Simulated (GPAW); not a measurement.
# Core-hole calculation of the O K edge in TiO2 (Rutile, P4_2/mnm), part 3 of 4

How does the O K edge of TiO2 (Rutile, P4_2/mnm) move when the bonds are compressed or stretched?

GPAW 26.7.0; X-ray absorption from dipole matrix elements to empty bands, plane-wave PAW LDA.

So far. Step 4 (Spectrum with FCH, O atom 3): The hole costs E(hole) − E(ground) = 526.75 eV, and the lowest empty level of the hole cell on the spectrum's mesh lies at 6.93 eV, which puts the zero at 533.68 eV. One term is added: -8.83 eV, since the hole is spin-paired here and a spin-polarised one costs that much less in the free atom (computed apart). The photon energy is then 524.85 eV.

### 7. Reference energy of the supercell

Level of this step: plane-wave PAW DFT, LDA, self-consistent field (GPAW).

The cell changes for the next run, so it gets a reference energy of its own.

The cell differs from the one that the last finished run ended in (a 5.351 → 5.407 Å, b 5.351 → 5.407 Å, c 5.351 → 5.407 Å).

scf.py reads:

```python
import numpy as np
from ase import Atoms
from ase.parallel import parprint, paropen
from gpaw import GPAW, PW, FermiDirac, Mixer, MixerDif, setup_paths
from gpaw.test import gen
setup_paths.insert(0, '.')
gen('O', name='nch1s', xcname='LDA', corehole=(1, 0, 0), write_xml=True)
from gpaw.mpi import world
world.barrier()

atoms = Atoms('Ti4O8',
    cell=[[4.54581097, 0, 2.92752523],
     [0, 4.54581097, 2.92752523],
     [-4.54581097, 0, 2.92752523]],
    scaled_positions=[[0.25, 0.5, 0.75],
     [0.75, 0.5, 0.25],
     [0, 0, 0],
     [0.5, 0, 0.5],
     [0.55496, 0.19504, 0.75],
     [0.05496, 0.19504, 0.25],
     [0, 0.69504, 0.30496],
     [0.5, 0.69504, 0.80496],
     [0.94504, 0.80496, 0.75],
     [0.44504, 0.80496, 0.25],
     [0, 0.30496, 0.69504],
     [0.5, 0.30496, 0.19504]],
    pbc=True)
atoms.calc = calc = GPAW(legacy_gpaw=True, mode=PW(500, force_complex_dtype=True), xc='LDA', setups={4: 'nch1s'},
    kpts={'size': (4, 4, 4), 'gamma': True}, occupations=FermiDirac(0.02),
    charge=0, mixer=Mixer(0.1, 5, 50), maxiter=150,
    convergence={'density': 0.0001, 'eigenstates': 1e-6}, txt='scf.txt')
energy = atoms.get_potential_energy() + calc.get_reference_energy()
ef = calc.get_fermi_level()
out = dict(energy=energy, fermi=ef, forces=atoms.get_forces().tolist())
parprint(f'all-electron energy {energy:.4f} eV, Fermi level {ef:.4f} eV')
ev = np.array([[calc.get_eigenvalues(k, s) for k in range(len(calc.get_ibz_k_points()))] for s in range(calc.get_number_of_spins())])
out['homo'], out['lumo'], out['counts'] = ev[ev < ef].max(), ev[ev > ef].min(), sorted(set((ev < ef).sum((0, 2)).tolist()))
out['filled'] = (ev[:, 0] < ef).sum(1).tolist()
import json
with paropen('out.json', 'w') as f:
    json.dump(out, f)
```

Started as:

```
OMP_NUM_THREADS=1 mpirun -n 4 gpaw python scf.py
```

Numbers of over 12 decimals in the logs are rounded to 6 here.

The program printed:

```text
Input parameters:
  convergence: {density: 0.0001,
                eigenstates: 1e-06}
  kpts: {gamma: True,
         size: (4, 4, 4)}
  maxiter: 150
  mixer: {backend: pulay,
          beta: 0.1,
          method: separate,
          nmaxold: 5,
          weight: 50}
  mode: {ecut: 500.0,
         force_complex_dtype: True,
         name: pw}
  occupations: {fixmagmom: False,
                name: fermi-dirac,
[...]
2s(2) :    -0.872866     1.079797
*s    :     0.127134
2p(4) :    -0.337925     0.876472
*p    :     0.662075
*d    :     0.000000
--------------------------------

Diagonalizing with gridspacing h=0.050

state   all-electron     PAW
-------------------------------
2s:      -0.872866    -0.873954
2p:      -0.337925    -0.341740
*d:                    0.050276
*f:                    0.077289
-------------------------------
all-electron energy -109030.4902 eV, Fermi level 6.3599 eV
[key lines of the parts left out:]
Converged after 18 iterations.
Dipole moment: (-0.000000, -0.000000, -0.000000) |e|*Ang
Free energy:   -111.429429
Fermi level: 6.35993
```

The job ended after 45 s (4 MPI ranks of Arm Neoverse V1, shared host; peak memory 0.27 GiB; 3 min of CPU time).

Reference energy: -109030.490 eV with the cores included.

### 8. Spectrum with FCH, O atom 3

Shorter bonds are expected to push antibonding states and scattering resonances up, and longer ones down; the cell is scaled to test that.

Changed against the first core-hole run: volume scale from 1 to 0.97.

xas.py reads:

```python
import numpy as np
from ase import Atoms
from ase.parallel import parprint, paropen
from gpaw import GPAW, PW, FermiDirac, Mixer, MixerDif, setup_paths
from gpaw.test import gen
setup_paths.insert(0, '.')
gen('O', name='fch1s', xcname='LDA', corehole=(1, 0, 1), write_xml=True)
from gpaw.mpi import world
world.barrier()

atoms = Atoms('Ti4O8',
    cell=[[4.54581097, 0, 2.92752523],
     [0, 4.54581097, 2.92752523],
     [-4.54581097, 0, 2.92752523]],
    scaled_positions=[[0.25, 0.5, 0.75],
     [0.75, 0.5, 0.25],
     [0, 0, 0],
     [0.5, 0, 0.5],
     [0.55496, 0.19504, 0.75],
     [0.05496, 0.19504, 0.25],
     [0, 0.69504, 0.30496],
     [0.5, 0.69504, 0.80496],
     [0.94504, 0.80496, 0.75],
     [0.44504, 0.80496, 0.25],
     [0, 0.30496, 0.69504],
     [0.5, 0.30496, 0.19504]],
    pbc=True)
atoms.calc = calc = GPAW(legacy_gpaw=True, mode=PW(500, force_complex_dtype=True), xc='LDA', setups={4: 'fch1s'},
    kpts={'size': (4, 4, 4), 'gamma': True}, occupations=FermiDirac(0.02),
    charge=0, mixer=Mixer(0.1, 5, 50), maxiter=150,
    convergence={'density': 0.0001, 'eigenstates': 1e-6}, txt='scf.txt')
energy = atoms.get_potential_energy() + calc.get_reference_energy()
ef = calc.get_fermi_level()
out = dict(energy=energy, fermi=ef, forces=atoms.get_forces().tolist())
parprint(f'all-electron energy {energy:.4f} eV, Fermi level {ef:.4f} eV')
ev = np.array([[calc.get_eigenvalues(k, s) for k in range(len(calc.get_ibz_k_points()))] for s in range(calc.get_number_of_spins())])
out['homo'], out['lumo'], out['counts'] = ev[ev < ef].max(), ev[ev > ef].min(), sorted(set((ev < ef).sum((0, 2)).tolist()))
out['filled'] = (ev[:, 0] < ef).sum(1).tolist()

from ase.units import Ha
from gpaw.xas import dipole_matrix_elements
nb = int(calc.get_number_of_electrons() / 2) + 95
top, nb = nb, nb + 8 + nb // 12
nscf = calc.fixed_density(kpts={'size': (6, 6, 6), 'gamma': True}, nbands=nb,
    convergence={'bands': top, 'eigenstates': 5e-3}, maxiter=60, txt='nscf.txt')
cell = atoms.cell.array
ops = [cell.T @ U.T @ np.linalg.inv(cell.T) for U in nscf.wfs.kd.symmetry.op_scc]
filled = [48]  # bands filled in the ground state, by spin
E = np.arange(-6, 34, 0.1)
fwhm = np.interp(E, [4, 25], [0.9, 3.5])
Y, X, zero, highest = 0, 0, 1e9, 1e9
for spin in range(nscf.get_number_of_spins()):
    wfs = nscf.wfs
    mine = wfs.bd.get_slice()  # this rank's bands
    A = dipole_matrix_elements(wfs.setups[4])
    eps = np.zeros((wfs.kd.nibzkpts, nb))
    d = np.zeros((3, A.shape[1], wfs.kd.nibzkpts, nb), complex)
    for kpt in wfs.kpt_u:
        if kpt.s == spin and 4 in kpt.P_ani:
            eps[kpt.k, mine] = kpt.eps_n * Ha
            d[:, :, kpt.k, mine] = (kpt.weight * wfs.nspins / 2) ** 0.5 * np.inner(A, kpt.P_ani[4])
    world.sum(eps)
    world.sum(d)
    T = np.einsum('amkn,bmkn->abkn', d, d.conj()).real
    T = sum(np.einsum('ai,ijkn,bj->abkn', R, T, R) for R in ops) / len(ops)
    empty = np.ones_like(eps, bool) & (np.arange(nb) >= filled[spin])
    zero, highest = min(zero, eps[empty].min()), min(highest, eps[:, top - 1].min())
    lines = [(eps, T, empty)] if spin == 0 else lines + [(eps, T, empty)]
for eps, T, empty in lines:
    f = np.einsum('aakn->akn', T).reshape(3, -1)
    x = eps.ravel() - zero
    w = np.interp(x, E, fwhm) / 2.35482
    g = np.exp(-0.5 * ((E[:, None] - x) / w) ** 2) / (w * (2 * np.pi) ** 0.5)
    Y = Y + (f * empty.ravel()) @ g.T
    X = X + (f * ~empty.ravel()) @ g.T
out.update(E=E.round(2).tolist(), xas=Y.tolist(), xes=X.tolist(), zero=zero, valid=highest - zero, nk=len(eps), nb=nb)
for i in range(0, len(E), 10):
    parprint(f'{E[i]:7.2f}', *(f'{v:10.3e}' for v in Y[:, i]))
import json
with paropen('out.json', 'w') as f:
    json.dump(out, f)
```

Started as:

```
OMP_NUM_THREADS=1 mpirun -n 4 gpaw python xas.py
```

The program printed:

```text
Input parameters:
  convergence: {density: 0.0001,
                eigenstates: 1e-06}
  kpts: {gamma: True,
         size: (4, 4, 4)}
  maxiter: 150
  mixer: {backend: pulay,
          beta: 0.1,
          method: separate,
          nmaxold: 5,
          weight: 50}
  mode: {ecut: 500.0,
         force_complex_dtype: True,
         name: pw}
  occupations: {fixmagmom: False,
                name: fermi-dirac,
[...]
*p    :    -0.067100
*d    :     0.000000
--------------------------------

Diagonalizing with gridspacing h=0.050

state   all-electron     PAW
-------------------------------
2s:      -1.594915    -1.596334
2p:      -1.067100    -1.073375
*d:                   -0.060686
*f:                   -0.013559
-------------------------------
all-electron energy -108504.0718 eV, Fermi level 6.4380 eV
[...]
32.00  3.582e-05  3.582e-05  5.569e-05
  33.00  4.071e-05  4.071e-05  6.258e-05
[key lines of the parts left out:]
Converged after 17 iterations.
Dipole moment: (-0.211891, -0.183491, 0.049721) |e|*Ang
Free energy:   -135.677719
Fermi level: 6.43795
```

Wall time 3.1 min (4 MPI ranks); peak memory 0.54 GiB.

| E (eV) | first run | this run |
| --- | --- | --- |
| -2.0 | 0.00 | 0.00 |
| -1.0 | 0.00 | 0.00 |
| 0.0 | 0.40 | 0.37 |
| 1.0 | 1.76 | 1.76 |
| 2.0 | 0.52 | 0.60 |
| 3.0 | 0.93 | 0.56 |
| 4.0 | 2.34 | 2.43 |
| 5.0 | 0.74 | 1.07 |
| 6.0 | 0.08 | 0.13 |
| 7.0 | 0.12 | 0.10 |
| 8.0 | 0.42 | 0.36 |
| 9.0 | 1.02 | 0.94 |
| 10.0 | 1.30 | 1.28 |
| 11.0 | 1.25 | 1.20 |
| 12.0 | 1.57 | 1.48 |
| 13.0 | 1.76 | 1.71 |
| 14.0 | 1.54 | 1.51 |
| 15.0 | 1.35 | 1.31 |
| 16.0 | 1.12 | 1.19 |
| 17.0 | 0.71 | 0.86 |
| 18.0 | 0.45 | 0.53 |
| 19.0 | 0.39 | 0.40 |
| 20.0 | 0.46 | 0.43 |
| 21.0 | 0.59 | 0.54 |
| 22.0 | 0.72 | 0.66 |
| 23.0 | 0.81 | 0.77 |
| 24.0 | 0.83 | 0.83 |
| 25.0 | 0.78 | 0.81 |
| 26.0 | 0.69 | 0.73 |
| 27.0 | 0.61 | 0.65 |
| 28.0 | 0.56 | 0.57 |
| 29.0 | 0.58 | 0.55 |
| 30.0 | 0.64 | 0.59 |
| 31.0 | 0.70 | 0.64 |
| 32.0 | 0.77 | 0.69 |

Against the first run the r.m.s. difference is 11 %. The highest intensity below 16 eV goes from 3.8 eV (2.41) to 4.0 eV (2.43).

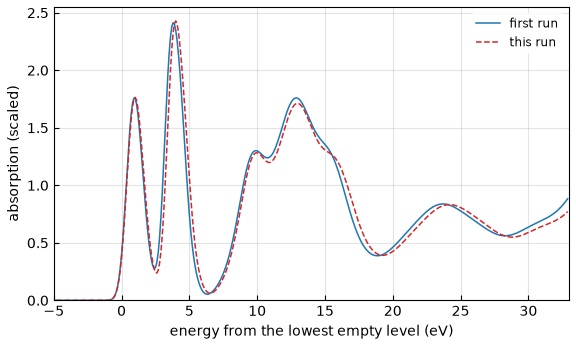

The effect of the change (volume scale from 1 to 0.97).

The photon energy of the zero moves by +0.09 eV.

### 9. Supercell without a hole, the energy reference

The cell changes for the next run, so it gets a reference energy of its own.

The cell differs from the one that the last finished run ended in (a 5.407 → 5.516 Å, b 5.407 → 5.516 Å, c 5.407 → 5.516 Å).

scf.py: that of step 7 with these lines changed.

```diff
@@ -11,5 +11,5 @@
 atoms = Atoms('Ti4O8',
-    cell=[[4.54581097, 0, 2.92752523],
-     [0, 4.54581097, 2.92752523],
-     [-4.54581097, 0, 2.92752523]],
+    cell=[[4.63767028, 0, 2.98668309],
+     [0, 4.63767028, 2.98668309],
+     [-4.63767028, 0, 2.98668309]],
     scaled_positions=[[0.25, 0.5, 0.75],
```

Started as:

```
OMP_NUM_THREADS=1 mpirun -n 4 gpaw python scf.py
```

The program printed:

```text
Input parameters:
  convergence: {density: 0.0001,
                eigenstates: 1e-06}
  kpts: {gamma: True,
         size: (4, 4, 4)}
  maxiter: 150
  mixer: {backend: pulay,
          beta: 0.1,
          method: separate,
          nmaxold: 5,
          weight: 50}
  mode: {ecut: 500.0,
         force_complex_dtype: True,
         name: pw}
  occupations: {fixmagmom: False,
                name: fermi-dirac,
[...]
2s(2) :    -0.872866     1.079797
*s    :     0.127134
2p(4) :    -0.337925     0.876472
*p    :     0.662075
*d    :     0.000000
--------------------------------

Diagonalizing with gridspacing h=0.050

state   all-electron     PAW
-------------------------------
2s:      -0.872866    -0.873954
2p:      -0.337925    -0.341740
*d:                    0.050276
*f:                    0.077289
-------------------------------
all-electron energy -109030.2368 eV, Fermi level 5.6877 eV
[key lines of the parts left out:]
Converged after 19 iterations.
Dipole moment: (-0.000000, -0.000000, 0.000000) |e|*Ang
Free energy:   -111.176047
Fermi level: 5.68765
```

The job ended after 54 s (4 MPI ranks; peak memory 0.28 GiB; 3.6 min of CPU time).

Reference energy: -109030.237 eV with the cores included.

### 10. Spectrum with FCH, O atom 3

Shorter bonds are expected to push antibonding states and scattering resonances up, and longer ones down; the cell is scaled to test that.

Changed against the first core-hole run: volume scale from 1 to 1.03.

xas.py: that of step 8 with these lines changed.

```diff
@@ -11,5 +11,5 @@
 atoms = Atoms('Ti4O8',
-    cell=[[4.54581097, 0, 2.92752523],
-     [0, 4.54581097, 2.92752523],
-     [-4.54581097, 0, 2.92752523]],
+    cell=[[4.63767028, 0, 2.98668309],
+     [0, 4.63767028, 2.98668309],
+     [-4.63767028, 0, 2.98668309]],
     scaled_positions=[[0.25, 0.5, 0.75],
@@ -41,3 +41,3 @@
 from gpaw.xas import dipole_matrix_elements
-nb = int(calc.get_number_of_electrons() / 2) + 95
+nb = int(calc.get_number_of_electrons() / 2) + 99
 top, nb = nb, nb + 8 + nb // 12
```

Started as:

```
OMP_NUM_THREADS=1 mpirun -n 4 gpaw python xas.py
```

The program printed:

```text
Input parameters:
  convergence: {density: 0.0001,
                eigenstates: 1e-06}
  kpts: {gamma: True,
         size: (4, 4, 4)}
  maxiter: 150
  mixer: {backend: pulay,
          beta: 0.1,
          method: separate,
          nmaxold: 5,
          weight: 50}
  mode: {ecut: 500.0,
         force_complex_dtype: True,
         name: pw}
  occupations: {fixmagmom: False,
                name: fermi-dirac,
[...]
*p    :    -0.067100
*d    :     0.000000
--------------------------------

Diagonalizing with gridspacing h=0.050

state   all-electron     PAW
-------------------------------
2s:      -1.594915    -1.596334
2p:      -1.067100    -1.073375
*d:                   -0.060686
*f:                   -0.013559
-------------------------------
all-electron energy -108503.1687 eV, Fermi level 5.7357 eV
[...]
32.00  4.327e-05  4.327e-05  6.855e-05
  33.00  5.308e-05  5.308e-05  7.955e-05
[key lines of the parts left out:]
Converged after 17 iterations.
Dipole moment: (-0.210265, -0.186116, 0.051666) |e|*Ang
Free energy:   -134.774598
Fermi level: 5.73571
```

The job ended after 3.5 min (4 MPI ranks; peak memory 0.58 GiB).

| E (eV) | first run | this run |
| --- | --- | --- |
| -2.0 | 0.00 | 0.00 |
| -1.0 | 0.00 | 0.00 |
| 0.0 | 0.40 | 0.42 |
| 1.0 | 1.76 | 1.74 |
| 2.0 | 0.52 | 0.46 |
| 3.0 | 0.93 | 1.34 |
| 4.0 | 2.34 | 2.19 |
| 5.0 | 0.74 | 0.49 |
| 6.0 | 0.08 | 0.05 |
| 7.0 | 0.12 | 0.14 |
| 8.0 | 0.42 | 0.48 |
| 9.0 | 1.02 | 1.09 |
| 10.0 | 1.30 | 1.32 |
| 11.0 | 1.25 | 1.31 |
| 12.0 | 1.57 | 1.65 |
| 13.0 | 1.76 | 1.80 |
| 14.0 | 1.54 | 1.58 |
| 15.0 | 1.35 | 1.36 |
| 16.0 | 1.12 | 0.98 |
| 17.0 | 0.71 | 0.59 |
| 18.0 | 0.45 | 0.40 |
| 19.0 | 0.39 | 0.40 |
| 20.0 | 0.46 | 0.50 |
| 21.0 | 0.59 | 0.64 |
| 22.0 | 0.72 | 0.76 |
| 23.0 | 0.81 | 0.84 |
| 24.0 | 0.83 | 0.82 |
| 25.0 | 0.78 | 0.74 |
| 26.0 | 0.69 | 0.66 |
| 27.0 | 0.61 | 0.59 |
| 28.0 | 0.56 | 0.57 |
| 29.0 | 0.58 | 0.62 |
| 30.0 | 0.64 | 0.69 |
| 31.0 | 0.70 | 0.75 |
| 32.0 | 0.77 | 0.86 |

The scaled spectrum changes by 10 % r.m.s. The highest intensity below 16 eV goes from 3.8 eV (2.41) to 3.7 eV (2.40).

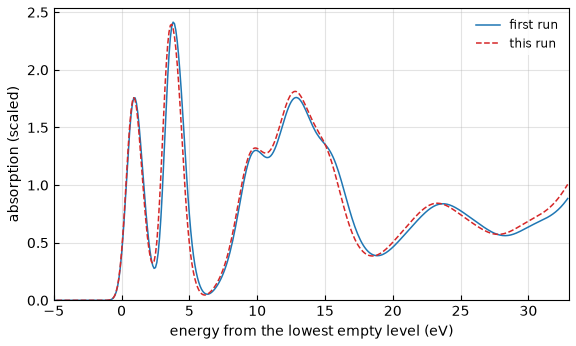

The effect of the change (volume scale from 1 to 1.03).

The photon energy of the zero moves by -0.09 eV.

### 11. Reference energy of the supercell

The cell changes for the next run, so it gets a reference energy of its own.

The cell differs from the one that the last finished run ended in (a 5.516 → 5.569 Å, b 5.516 → 5.569 Å, c 5.516 → 5.569 Å).

scf.py: that of step 9 with these lines changed.

```diff
@@ -11,5 +11,5 @@
 atoms = Atoms('Ti4O8',
-    cell=[[4.63767028, 0, 2.98668309],
-     [0, 4.63767028, 2.98668309],
-     [-4.63767028, 0, 2.98668309]],
+    cell=[[4.682266, 0, 3.01540296],
+     [0, 4.682266, 3.01540296],
+     [-4.682266, 0, 3.01540296]],
     scaled_positions=[[0.25, 0.5, 0.75],
```

Started as:

```
OMP_NUM_THREADS=1 mpirun -n 4 gpaw python scf.py
```

The program printed:

```text
Input parameters:
  convergence: {density: 0.0001,
                eigenstates: 1e-06}
  kpts: {gamma: True,
         size: (4, 4, 4)}
  maxiter: 150
  mixer: {backend: pulay,
          beta: 0.1,
          method: separate,
          nmaxold: 5,
          weight: 50}
  mode: {ecut: 500.0,
         force_complex_dtype: True,
         name: pw}
  occupations: {fixmagmom: False,
                name: fermi-dirac,
[...]
2s(2) :    -0.872866     1.079797
*s    :     0.127134
2p(4) :    -0.337925     0.876472
*p    :     0.662075
*d    :     0.000000
--------------------------------

Diagonalizing with gridspacing h=0.050

state   all-electron     PAW
-------------------------------
2s:      -0.872866    -0.873954
2p:      -0.337925    -0.341740
*d:                    0.050276
*f:                    0.077289
-------------------------------
all-electron energy -109029.8809 eV, Fermi level 5.3494 eV
[key lines of the parts left out:]
Converged after 17 iterations.
Dipole moment: (-0.000000, -0.000000, 0.000000) |e|*Ang
Free energy:   -110.820151
Fermi level: 5.34940
```

The job ended after 48 s (4 MPI ranks; peak memory 0.28 GiB).

Reference energy: -109029.881 eV with the cores included.

(Part 3 of 4 ends here.)

[Banner, clock and machine lines of the logs are left out without a mark of their own.]

[Logs are printed without paths, hosts, clocks, repeated set-up lines and the standing remarks that a program may print on its own settings, such as how far it seeks lower states.]

[Hosts, paths, dates, database ids (printed as entryN), source tags and the programs' standing remarks are cut or masked in the printed files.]

[Lists of maxima count a maximum above −3 eV only where it reaches 4 % of the highest in the window and stands out from its surroundings by 2 % of it (1.5 % where it reaches 55 %); shoulders and weaker maxima are passed over, and of the rest the first, up to two pre-edge ones and the few strongest are named.]
